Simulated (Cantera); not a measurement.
Charge: 1 mol SiCl4, 0.073 mol HCl, a varied amount of N2, equilibrated at 823.15 K and 180000 Pa.

Cantera equilibrium calculation (NASA polynomials, part measured and part estimated; ideal gas, pure solids and liquids). Candidate condensed phases: NH4Cl, Si, Si3N4; 28 gas species. Rates play no part.

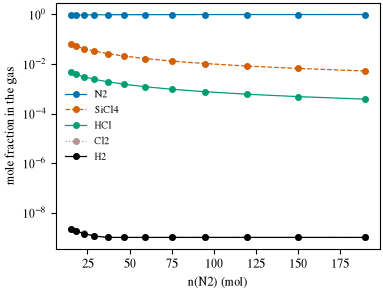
Figure: Equilibrium gas composition (values under 1e-9 drawn at 1e-9)

From 15 mol N2 to 190 mol N2 nothing is condensed. The main Si-bearing gas is SiCl4 throughout.
